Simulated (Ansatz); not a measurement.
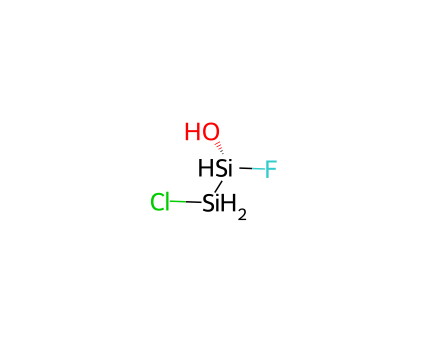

Question: Write the SMILES.

Answer: O[Si@H](F)[SiH2]Cl

Question: What is the molecular formula?

Answer: ClFH4OSi2.

Question: An optimisation with PBE0-D4/def2-TZVP gave a structure of which point group?

Answer: C1.

The parts below concern this one geometry. Atoms keep their numbers from picture to picture. The computed structure is the end point of a PBE0-D4/def2-TZVP optimisation.

**Shape**

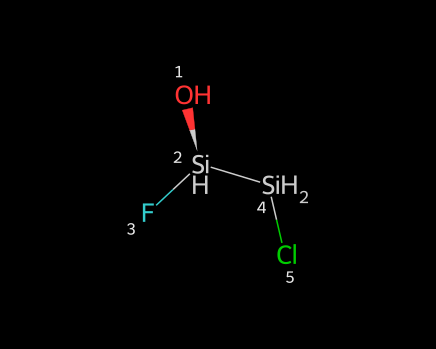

A structural formula, with wedges where it has stereocentres; small numbers name the atoms. The configuration is that of a computed structure (PBE0-D4/def2-TZVP).

Question: Give the R/S and E/Z labels.

Answer: Si2: R.

**Electronic properties**

Properties computed with RKS r2SCAN-D4/def2-TZVPP (Ansatz 0.2.0).

Question: What is the dispersion correction?

Answer: −5.4 kJ/mol.

Question: Estimate the HOMO energy (Kohn–Sham orbital).

Answer: −7.26 eV.

Question: Estimate the dipole moment.

Answer: 1.18 D.

Question: Estimate the LUMO energy (Kohn–Sham orbital).

Answer: −1.60 eV.

**Charges**

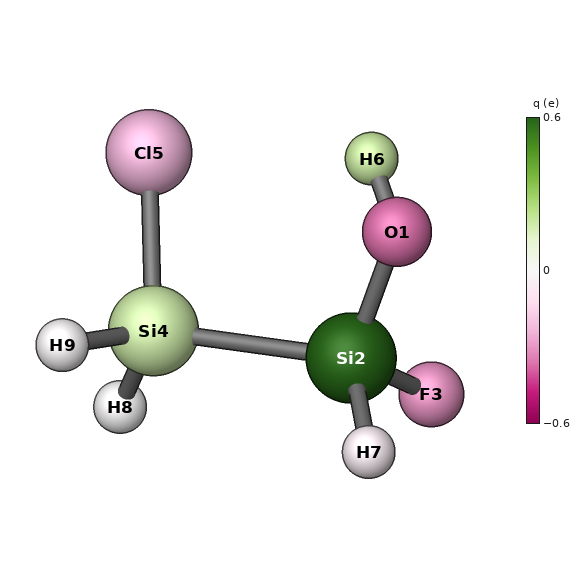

Atoms are coloured by their Mulliken charges. Level of theory: RKS ωB97M-V/def2-TZVPP (Ansatz 0.2.0).

Question: Which atom carries the highest charge (most positive or least negative)?

Answer: Si2 (0.59 e).

Question: And the lowest?

Answer: O1 (−0.36 e).

List the Mulliken charges.

| atom | value (e) |
| --- | --- |
| O1 | −0.36 |
| Si2 | 0.59 |
| F3 | −0.30 |
| Si4 | 0.18 |
| Cl5 | −0.23 |
| H6 | 0.19 |
| H7 | −0.04 |
| H8 | −0.01 |
| H9 | −0.01 |

**Vibrations**

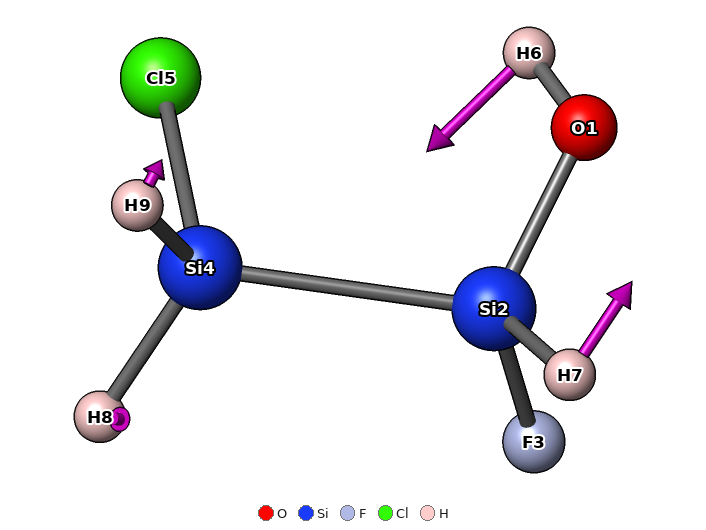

The arrows show one normal mode. Harmonic vibrations computed with RKS PBE0-D4/def2-TZVP (Ansatz 0.2.0) at a stationary point of the same level.

Question: What kind of motion is it?

Answer: Mostly angle bending.

Question: Estimate its harmonic wavenumber.

Answer: 896 cm⁻¹; it is mode 15 of 21 counted from the lowest.

Mulliken values depend strongly on the basis set and can even reverse the polarity of a bond.
